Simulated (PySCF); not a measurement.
## Electronic structure of PS (doublet) in real space

```
atom   x (Å)   y (Å)    z (Å)
   P  0.0000  0.0000  -0.9635
   S  0.0000  0.0000   0.9335
```

Level of theory: PySCF, PBE0/def2-TZVP, non-relativistic Hamiltonian with scalar-relativistic core potentials where named, at a bond length of 1.897 Å.

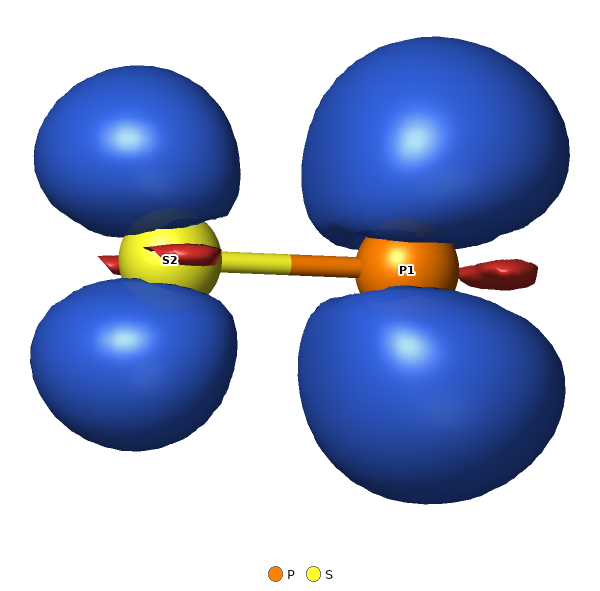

Figure 1. Isosurfaces of the spin density at +0.02 (blue) and −0.02 e/Å³ (red), seen from one side.

Question: Which atoms carry the spin?

Answer: The unpaired spin (1 electron) lies mostly on P1 (about 0.7) and S2 (about 0.3), in electrons by Hirshfeld's partition.

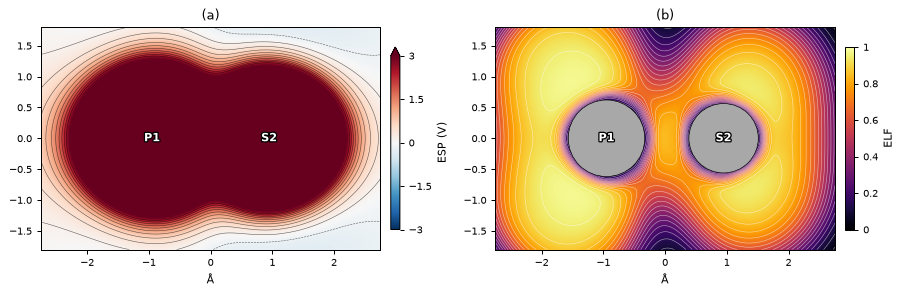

Figure 2. (a) electrostatic potential; (b) electron localisation function on a plane that holds the molecular axis. Grey discs cover the atomic cores in the ELF map.

Question: What does the map show?

Answer:
- Atoms in the plane: P and S.
- P–S (1.90 Å): the ELF peaks at about 0.85 between the atoms; localised, covalent bonding.
- The ELF also peaks beside P1 and S2, away from the bonds: non-bonding electrons, paired or unpaired.
- Outside the dense part of the molecule the potential is most negative (−0.3 V) near S2.

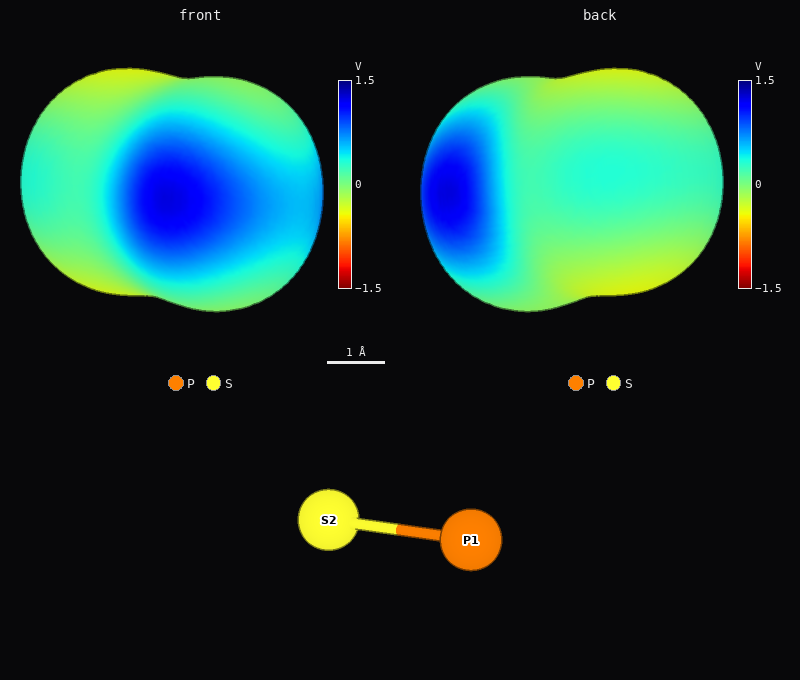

Figure 3. The molecular electrostatic potential painted on the density surface at 0.002 e/bohr³, seen from the front and from behind; red is negative and blue positive. The bare structure is drawn below in the same view.

Question: Describe the electrostatic potential map.

Answer: The most negative region (about −0.4 V) lies over S2, the most positive (about +1.2 V) over P1.
